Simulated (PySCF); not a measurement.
H2BN, SMILES N=B, B3LYP/def2-SVP optimised geometry. Atoms within 1.6 Å of the plane z = 1.2 Å (x, y, z in Å): B1 (0.53, 0.00, 0.00), N2 (-0.71, 0.00, 0.00), H3 (1.71, 0.00, 0.00), H4 (-1.71, 0.00, 0.00).

Level of theory: B3LYP/def2-TZVP run with PySCF.

Map of the electrostatic potential (hartree/e) on the plane z = 1.2 Å:

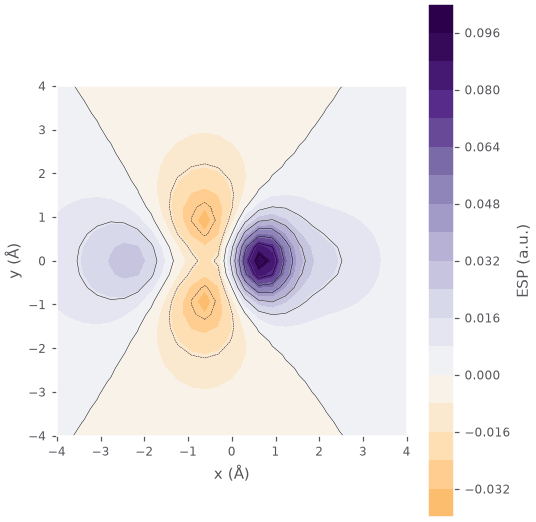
*Electrostatic potential (hartree/e) on the plane z = 1.2 Å.*
